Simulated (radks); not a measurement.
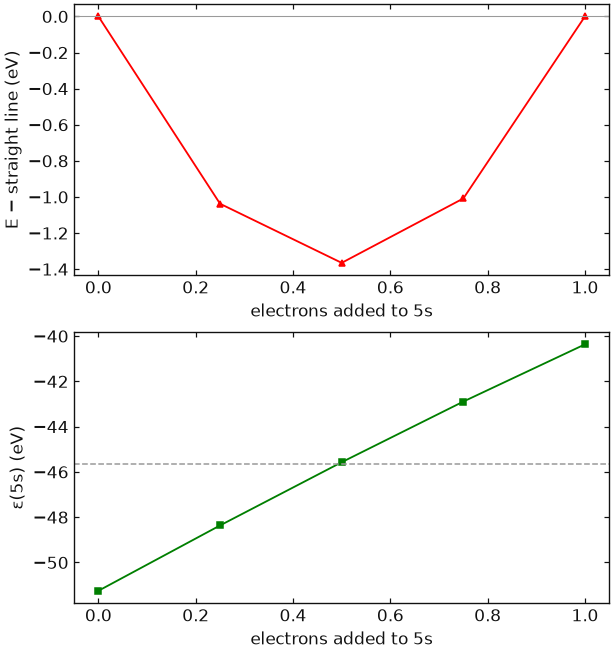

Level of theory: Dirac Kohn-Sham, PBEsol, spin-unpolarised, spherical densities, point nucleus. Computed with the in-house radial solver radks. The occupation of the 5s shell is varied from Nd⁺ ([Kr] 4d10 4f4 5s1 5p6 6s2 (4f5/2: 4)) to Nd ([Xe] 4f4 6s2 (4f5/2: 4)), with spherical fractional occupations. The plot shows the total energy less the straight line between the end points, and the eigenvalue of 5s (the dashed line is minus the energy to take the whole electron out).

**Is the energy convex or concave in the occupation, and by how much?**

The curve is convex (below the straight line), with the largest deviation among the points computed, −1.37 eV, at 0.5. The end points differ by 45.7 eV, the energy to take the electron out. The eigenvalue, which is the slope of the energy (Janak's theorem), moves from −51.3 eV at 0 to −40.4 eV at 1; for a straight line it would stay constant, and a parabola would sag by an eighth of this change, scaled to a whole electron, 1.36 eV. Convexity is the delocalisation error: fractional charges are too low in energy. The shell lies under occupied ones, so the straight line is a guide here rather than an exact condition.
